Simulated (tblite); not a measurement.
# C4H15NP2Si: the cost of one run

The runs use tblite 0.8.0 and PySCF 2.14.0, with density-fitted response routines of our own; the level of theory stands in each step. All values are computed, except where a source is named. Atoms are numbered from 0 throughout.

## 1. The molecule as given

23 atoms, charge 0, multiplicity 1; geometry from: force field or distance geometry start.

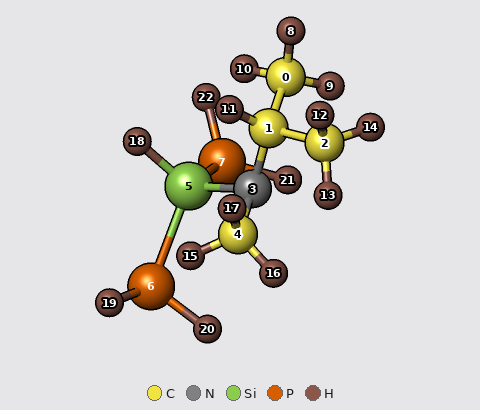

The starting geometry (carbon yellow, nitrogen grey, silicon green, phosphorus orange, hydrogen brown), atoms numbered.

## 2. Relaxing the molecule with GFN2-xTB

Job settings and geometry (Å):

```
{"job": {"kind": "relax", "xc": "GFN2-xTB", "basis": "xTB"}, "charge": 0, "multiplicity": 1}
C     -1.703100     1.221200    -0.272700
C     -1.184500    -0.181700    -0.299100
C     -2.061200    -1.136300     0.526100
N      0.137300    -0.305100     0.240800
C      0.510400    -1.714400     0.173100
Si     1.360200     0.686000    -0.538900
P      3.306200    -0.287700    -0.080900
P      1.488500     2.724800     0.342800
H     -2.675700     1.213300    -0.833500
H     -1.867400     1.631900     0.733000
H     -1.030300     1.879500    -0.865100
H     -1.254200    -0.547900    -1.337900
H     -2.805700    -1.662000    -0.107600
H     -1.401700    -1.800000     1.106600
H     -2.608700    -0.491100     1.287400
H      1.489300    -1.761000    -0.333200
H      0.592600    -2.207500     1.154600
H     -0.206700    -2.279200    -0.470300
H      1.156800     0.763900    -1.999800
H      3.569200    -1.433400    -0.922900
H      3.193000    -0.810400     1.287000
H      1.064300     2.778700     1.710700
H      0.926800     3.745600    -0.490300
```

Launch:

```
$ OMP_NUM_THREADS=1 python probes_run.py task.json out
```

One launch serves the whole session: the jobs run in the order shown.

**Question.** How long does this first job take on 1 thread of Arm Neoverse V2, shared host, and how much memory does it need?

About 3 s, with a peak of 0.19 GiB.
